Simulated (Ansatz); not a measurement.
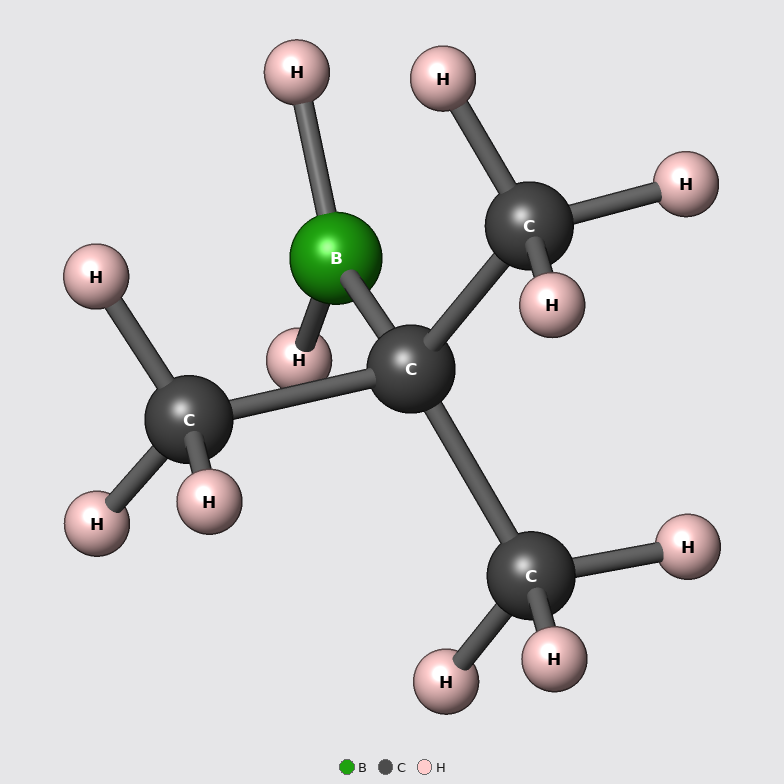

Harmonic vibrations computed with RKS PBE0-D4/def2-TZVP (Ansatz 0.2.0) at a stationary point of the same level.

Q: How many imaginary frequencies does it have?

A: A minimum: no imaginary frequency, and the lowest mode lies at 163 cm⁻¹.

Q: How many vibrational modes are there, and where do they lie?

A: 42 modes: 163, 193, 245, 269, 278, 310, 361, 375, 387, 738, 834, 854, 954, 954, 962, 983, 1045, 1056, 1194, 1210, 1248, 1324, 1374, 1391, 1416, 1468, 1474, 1475, 1493, 1495, 1510, 2562, 2641, 3025, 3026, 3030, 3095, 3096, 3098, 3113, 3117, 3119 cm⁻¹.
